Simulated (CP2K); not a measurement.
# C2H7NSSi (SMILES NC(=S)C[SiH3]): GFN2-xTB

What is the energy difference between two shapes of C2H7NSSi at GFN2-xTB? 

Program for the calculation: CP2K 2026.2.

2 further runs of the same task are left out: 2 set aside as unsound or not needed.

**1. The system as given**

The species is C2H7NSSi (12 atoms), meant as a singlet with charge 0. As SMILES, `NC(=S)C[SiH3]`. Geometry: relaxed at GFN2-xTB. This is one conformer, not always the lowest.

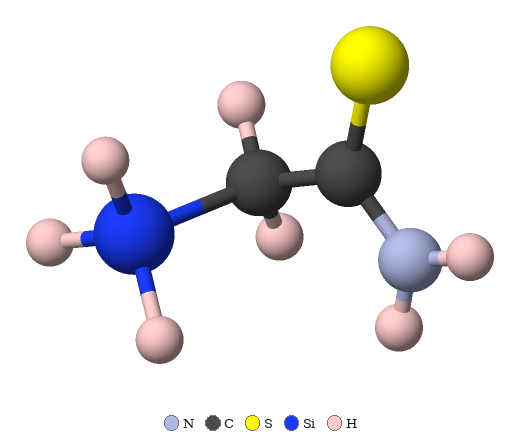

The structure, seen from a chosen angle (nitrogen light blue, carbon dark grey, sulfur yellow, silicon blue, hydrogen pink).

**2. Energy and gradient at GFN2-xTB**

Input file gas.inp:

```
&force_eval
    method Quickstep
    &dft
        &qs
            method XTB
            eps_default 1.0E-10
            &xtb
                gfn_type TBLITE
                &tblite
                    method GFN2
                &end tblite
                check_atomic_charges F
            &end xtb
        &end qs
        &poisson
            periodic NONE
            poisson_solver ANALYTIC
        &end poisson
        &scf
            scf_guess ATOMIC
            eps_scf 1.0E-07
            max_scf 150
            added_mos 4
            &diagonalization
                algorithm STANDARD
            &end diagonalization
            &mixing
                method DIRECT_P_MIXING
                alpha 0.4
            &end mixing
            &smear ON
                method FERMI_DIRAC
                electronic_temperature [K] 300
            &end smear
        &end scf
        ! extra output
        &print
            &moments
                periodic F
                reference COM
                max_moment 1
            &end moments
            &mo ON
                energies T
                occupation_numbers T
                ndigits 6
                &each
                    qs_scf 0
                &end each
                add_last NUMERIC
            &end mo
            &hirshfeld OFF
            &end hirshfeld
        &end print
    &end dft
    &subsys
        ! box in angstrom
        &cell
            abc 15.5 16.3 15.4
            periodic NONE
        &end cell
        &coord
            N      0.135300     1.657440     0.905990
            C      0.577410     0.387510     0.903920
            S      2.132300     0.051780     1.315230
            C     -0.370770    -0.656950     0.463600
            Si    -0.237260    -0.898190    -1.438160
            H     -0.810530     1.892320     0.656380
            H      0.771190     2.392820     1.166130
            H     -0.121830    -1.599180     0.947590
            H     -1.394350    -0.390190     0.731930
            H      1.121380    -1.289910    -1.786590
            H     -1.211760    -1.926630    -1.800840
            H     -0.591100     0.379180    -2.065190
        &end coord
        &topology
            &center_coordinates
            &end center_coordinates
        &end topology
    &end subsys
    ! extra output
    &print
        &forces ON
        &end forces
    &end print
&end force_eval
&global
    project gas
    run_type ENERGY_FORCE
    print_level MEDIUM
&end global
```

On the command line:

```sh
$ OMP_NUM_THREADS=1 cp2k.psmp -i gas.inp > gas.out 2>&1
```

The log of the run:

```text
CP2K| version string:                                       CP2K version 2026.2
[...]
 GLOBAL| Method name                                                        CP2K
[...]
 GLOBAL| Run type                                                   ENERGY_FORCE
[...]
                             - Atoms:                                         12
[...]
                             - Spherical basis functions:                     37
[...]
 Number of electrons:                                                         30
[...]
  *** SCF run converged in    22 steps ***
[...]
  Fermi energy:                                                -0.28462200661350
[...]
 TB_DIPOLE| Moment [Debye]         -4.06655749       1.24304914      -2.40975655
 TB_DIPOLE| Derivative [a.u.]       0.00000000       0.00000000       0.00000000
[...]
 ENERGY| Total FORCE_EVAL ( QS ) energy [hartree]            -15.737686867702367
 FORCES| Atomic forces [hartree/bohr]
 FORCES|   Atom     x               y               z               |f|
 FORCES|      1 -1.33535817E-04  4.89747922E-07  2.12933345E-05   1.35223742E-04
 FORCES|      2  2.22296499E-04  1.52029901E-04  1.00188526E-04   2.87343984E-04
 FORCES|      3 -1.81736321E-04  4.41038274E-05 -4.72415252E-05   1.92885976E-04
 FORCES|      4 -8.93460445E-05 -1.14334925E-04 -5.93235917E-05   1.56762493E-04
 FORCES|      5 -1.56341184E-05  6.23764826E-06 -1.33530418E-05   2.14857543E-05
 FORCES|      6  8.26244517E-05 -6.69175900E-05  1.98494230E-05   1.08160822E-04
 FORCES|      7  4.46389311E-05 -4.44660533E-05 -1.43354430E-05   6.46170952E-05
 FORCES|      8  2.10708579E-05 -9.44592099E-07  2.56009439E-05   3.31704934E-05
 FORCES|      9  5.04423306E-05  2.64526404E-05 -1.12152136E-05   5.80512870E-05
 FORCES|     10 -3.00340070E-05 -2.57300055E-05  2.37496965E-06   3.96196320E-05
 FORCES|     11  1.21148920E-05  5.92005743E-06  9.00851646E-06   1.62163824E-05
 FORCES|     12  1.70983459E-05  1.71593439E-05 -3.28468986E-05   4.08131751E-05
 FORCES| Sum     9.48778545E-17  1.97931271E-16 -1.44984936E-16
[...]
```

It took 1.1 s on 1 thread of Intel Xeon Platinum 8488C (Sapphire Rapids), shared host; peak memory 0.19 GiB.

**3. The distorted shape at the same level**

Input file mol.inp:

```
&FORCE_EVAL
  METHOD Quickstep
  &DFT
    ! Quickstep
    &QS
      METHOD XTB
      EPS_DEFAULT 1.0E-10
      &XTB
        GFN_TYPE TBLITE
        &TBLITE
          METHOD GFN2
        &END
        CHECK_ATOMIC_CHARGES F
      &END
    &END
    ! no periodic images
    &POISSON
      PERIODIC NONE
      POISSON_SOLVER ANALYTIC
    &END
    &SCF
      SCF_GUESS ATOMIC
      EPS_SCF 1.0E-07
      MAX_SCF 150
      ADDED_MOS 4
      &DIAGONALIZATION
        ALGORITHM STANDARD
      &END
      &MIXING
        METHOD DIRECT_P_MIXING
        ALPHA 0.4
      &END
      &SMEAR ON
        METHOD FERMI_DIRAC
        ELECTRONIC_TEMPERATURE [K] 300
      &END
    &END
    &PRINT
      &MOMENTS
        PERIODIC F
        REFERENCE COM
        MAX_MOMENT 1
      &END
      &MO ON
        ENERGIES T
        OCCUPATION_NUMBERS T
        NDIGITS 6
        &EACH
          QS_SCF 0
        &END
        ADD_LAST NUMERIC
      &END
      &HIRSHFELD OFF
      &END
    &END
  &END
  &SUBSYS
    &CELL
      ABC 15.5 16.3 15.4
      PERIODIC NONE
    &END
    &COORD
      N      0.169696     1.646772     0.836620
      C      0.557490     0.347091     0.897886
      S      2.086247     0.057314     1.347688
      C     -0.373201    -0.698553     0.494008
      Si    -0.209484    -0.886304    -1.489319
      H     -0.784339     1.911499     0.643609
      H      0.814470     2.377141     1.241305
      H     -0.097746    -1.567752     0.960984
      H     -1.409123    -0.394992     0.734886
      H      1.089969    -1.321361    -1.830945
      H     -1.182743    -1.889624    -1.822948
      H     -0.534013     0.375408    -2.036272
    &END
    &TOPOLOGY
      &CENTER_COORDINATES
      &END
    &END
  &END
  ! extra output
  &PRINT
    &FORCES ON
    &END
  &END
&END

&GLOBAL
  PROJECT_NAME mol
  RUN_TYPE ENERGY_FORCE
  PRINT_LEVEL MEDIUM
&END
```

On the command line:

```sh
$ OMP_NUM_THREADS=1 cp2k.psmp -i mol.inp -o mol.out
```

The log of the run:

```text
CP2K| version string:                                       CP2K version 2026.2
[...]
 GLOBAL| Method name                                                        CP2K
[...]
 GLOBAL| Run type                                                   ENERGY_FORCE
[...]
                             - Atoms:                                         12
[...]
                             - Spherical basis functions:                     37
[...]
 Number of electrons:                                                         30
[...]
  *** SCF run converged in    23 steps ***
[...]
  Fermi energy:                                                -0.28240163904954
[...]
 TB_DIPOLE| Moment [Debye]         -3.94856201       0.98262112      -2.75079947
 TB_DIPOLE| Derivative [a.u.]       0.00000000       0.00000000       0.00000000
[...]
 ENERGY| Total FORCE_EVAL ( QS ) energy [hartree]            -15.727824679242691
 FORCES| Atomic forces [hartree/bohr]
 FORCES|   Atom     x               y               z               |f|
 FORCES|      1  1.19527238E-02  1.64650134E-02  1.05668354E-02   2.29264537E-02
 FORCES|      2 -5.86750287E-03  2.31187252E-02  4.82312606E-04   2.38565645E-02
 FORCES|      3  2.03090660E-02 -8.07993802E-03  6.02505524E-03   2.26725572E-02
 FORCES|      4 -1.93929972E-02  4.05356408E-02 -3.86078195E-02   5.92434827E-02
 FORCES|      5 -9.41860045E-03 -8.25422070E-03  3.39577494E-02   3.61935207E-02
 FORCES|      6  1.50840004E-03 -2.46778148E-04  1.08414198E-03   1.87390874E-03
 FORCES|      7 -1.95491204E-02 -2.38713748E-02 -1.39877913E-02   3.38772630E-02
 FORCES|      8  7.13459811E-03 -4.12482493E-02  1.83869270E-02   4.57208885E-02
 FORCES|      9  7.11880938E-03 -6.18633553E-03 -1.96850652E-03   9.63448038E-03
 FORCES|     10  1.88553426E-02 -4.98306482E-03 -3.93337933E-03   1.98953852E-02
 FORCES|     11 -7.78797014E-03 -6.79803582E-03 -3.28745630E-03   1.08477250E-02
 FORCES|     12 -4.86274873E-03  1.95486177E-02 -8.71806875E-03   2.19499317E-02
 FORCES| Sum    -3.53883589E-16 -2.08166817E-17 -4.68375339E-17
[...]
```

Wall time 1.1 s (1 thread of Intel Xeon Platinum 8488C (Sapphire Rapids), shared host); peak memory 0.19 GiB.

**4. Results**

Level: GFN2-xTB.

| quantity | value |
| --- | --- |
| first shape: total energy | -15.73769 Eh |
| first shape: dipole moment (from atomic charges alone) | 4.89 D |
| first shape: HOMO energy | -9.11 eV |
| first shape: LUMO energy | -6.85 eV |
| first shape: HOMO–LUMO gap | 2.26 eV |
| first shape: largest force on an atom | 0.015 eV/Å |
| distorted shape: total energy | -15.72782 Eh |
| distorted shape: dipole moment (from atomic charges alone) | 4.91 D |
| distorted shape: HOMO energy | -9.08 eV |
| distorted shape: LUMO energy | -6.79 eV |
| distorted shape: HOMO–LUMO gap | 2.30 eV |
| distorted shape: largest force on an atom | 3.046 eV/Å |
| energy change with the atoms displaced | 0.268 eV |

In words: With the atoms displaced the energy rises by 0.27 eV (6.2 kcal/mol). The dipole (first shape) comes from point charges on the atoms alone, without atomic dipoles, so it is partial. The dipole (distorted shape) comes from point charges on the atoms alone, without atomic dipoles, so it is partial.
